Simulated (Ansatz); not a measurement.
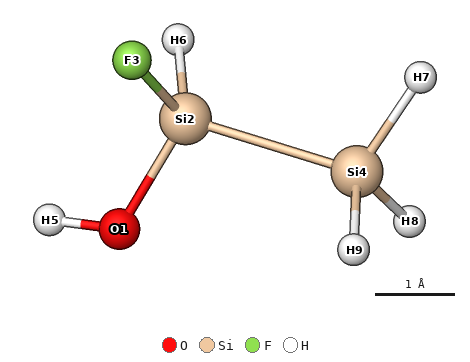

Figure 1. The input geometry (ball-and-stick view, seen at a tilt; atoms are numbered from 1 in the order of the input). Bond lengths as drawn: F–Si 1.65 Å, H–O 0.97 Å, H–Si 1.50 to 1.51 Å, O–Si 1.67 Å and Si–Si 2.35 Å.

## Run report: Si$_{2}$H$_{5}$OF, frequency calculation

- system: Si$_{2}$H$_{5}$OF, SMILES O[SiH](F)[SiH3]
- method: PBE/def2-SVP, RKS (Ansatz 0.2.0)

The geometry was optimised with PBE/def2-SVP. Figures and captions count atoms from 1; the log counts them from 0 in places.

Input:
```yaml
crystal:
  periodic: [false, false, false]
  atoms:
    - {symbol: O, position_ang: [-0.368522, -0.623992, 1.793258]}
    - {symbol: Si, position_ang: [-0.836885, -0.171284, 0.253497]}
    - {symbol: F, position_ang: [-1.791955, 1.167183, 0.320751]}
    - {symbol: Si, position_ang: [1.136938, 0.367074, -0.895948]}
    - {symbol: H, position_ang: [-1.063127, -1.004290, 2.360147]}
    - {symbol: H, position_ang: [-1.686766, -1.232520, -0.395844]}
    - {symbol: H, position_ang: [0.802743, 0.866967, -2.275751]}
    - {symbol: H, position_ang: [2.007837, -0.854124, -1.022647]}
    - {symbol: H, position_ang: [1.888236, 1.438486, -0.154464]}
basis:
  gaussian: {orbitals: def2-SVP}
total_charge: 0
hamiltonian: {xc: pbe}
phonons: {temperatures: {t_min: 298.15, t_max: 298.15, t_step: 1}}
```

Run on 1 thread of AMD EPYC (Zen 5), 16 GiB of memory available, shared host.

Command:
```bash
ansatz run run.yaml --threads 1 --pin off --max-ram 3480MiB --events-out events.jsonl --progress --plain --runs-dir runs
```

Log:
```
Functional definition: PBE
  name "PBE"
  parameter kappa = 0.804
  parameter beta = 0.06672455060314922
  exchange = pbe_x(kappa = kappa, mu = beta*pi^2/3)
  correlation = pbe_c(beta = beta)
973 factors; their error is unknown
mean field evaluation 1: about -20575.0135 eV, gradient 5.9e1 eV
mean field evaluation 2: about -20546.3109 eV, gradient 1.3e2 eV
mean field evaluation 4: about -20580.9438 eV, gradient 1.2e1 eV
mean field evaluation 8: about -20581.0883 eV, gradient 1.5e-1 eV
mean field evaluation 16: about -20581.0884 eV, gradient 4.0e-5 eV
mean field -20581.08836546 eV, -756.3410470680 hartree, gradient 4.0e-5 eV, S^2 0.000000; 0 other end points of the search recorded, 0 dependent functions left out
the calculation of the forces begins
reference -20581.08840020 eV, -756.3410483444 hartree; 25, 25 occupied and 64, 64 virtual orbitals, 973 factors
these checks for a lower state are left out or cut short: stability, starts, cluster_reference, orbital_swaps, neighbouring_geometries, increment
973 factors; their error is unknown
mean field -20581.08827455 eV, -756.3410437269 hartree, gradient 8.5e-7 eV, S^2 0.000000; 0 other end points of the search recorded, 0 dependent functions left out
[... from here on the field's lines of each further geometry are left out, up to the last ...]
the calculation of the forces begins
reference -20581.08838458 eV, -756.3410477704 hartree; 25, 25 occupied and 64, 64 virtual orbitals, 973 factors
these checks for a lower state are left out or cut short: stability, starts, cluster_reference, orbital_swaps, neighbouring_geometries, increment
973 factors; their error is unknown
mean field -20581.08834772 eV, -756.3410464161 hartree, gradient 2.4e-6 eV, S^2 0.000000; 0 other end points of the search recorded, 0 dependent functions left out
the calculation of the forces begins
reference -20581.08838246 eV, -756.3410476925 hartree; 25, 25 occupied and 64, 64 virtual orbitals, 973 factors
Total energy: -20581.08840020 eV, -756.3410483444 hartree
Atom 0 at    -0.368522    -0.623992     1.793258 Å, force     0.000024     0.000423     0.000370 eV/Å
Atom 1 at    -0.836885    -0.171284     0.253497 Å, force    -0.000259    -0.001004    -0.000054 eV/Å
Atom 2 at    -1.791955     1.167183     0.320751 Å, force    -0.000033     0.000199     0.000170 eV/Å
Atom 3 at     1.136938     0.367074    -0.895948 Å, force     0.000934     0.000085    -0.000365 eV/Å
Atom 4 at    -1.063127    -1.004290     2.360147 Å, force     0.000004     0.000151    -0.000443 eV/Å
Atom 5 at    -1.686766    -1.232520    -0.395844 Å, force     0.000116     0.000403     0.000012 eV/Å
Atom 6 at     0.802743     0.866967    -2.275751 Å, force    -0.000524    -0.000058    -0.000028 eV/Å
Atom 7 at     2.007837    -0.854124    -1.022647 Å, force     0.000092    -0.000097    -0.000087 eV/Å
Atom 8 at     1.888236     1.438486    -0.154464 Å, force    -0.000353    -0.000104     0.000425 eV/Å
Dipole moment:    -0.084307    -0.293313     0.097462 e Å
Vibrations: 94.25 128.62 184.77 251.20 322.85 410.57 497.28 509.16 717.42 788.84 815.04 821.00 882.10 896.63 901.81 935.41 2143.96 2160.29 2172.07 2177.92 3749.43 cm⁻¹, zero-point energy 1.336588 eV
```

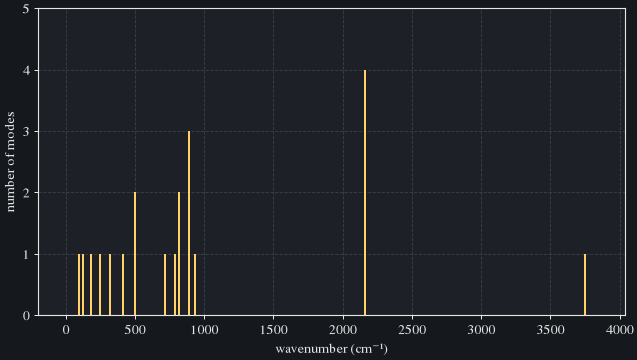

Figure 2. Harmonic vibrational wavenumbers from the force constants; neighbouring modes closer than 17 cm⁻¹ are counted in one stick. 21 modes from 94 to 3749 cm⁻¹, none imaginary.

Summary:

- outcome: converged
- total energy: −756.341048 hartree
- basis functions: 89
- largest force: 0.001 eV/Å
- zero-point energy: 0.049119 hartree
- dipole moment: 1.54 D
- wavenumbers, lowest and highest: 94 and 3749 cm⁻¹
- wall time: 30 s
- peak memory: 0.13 GiB
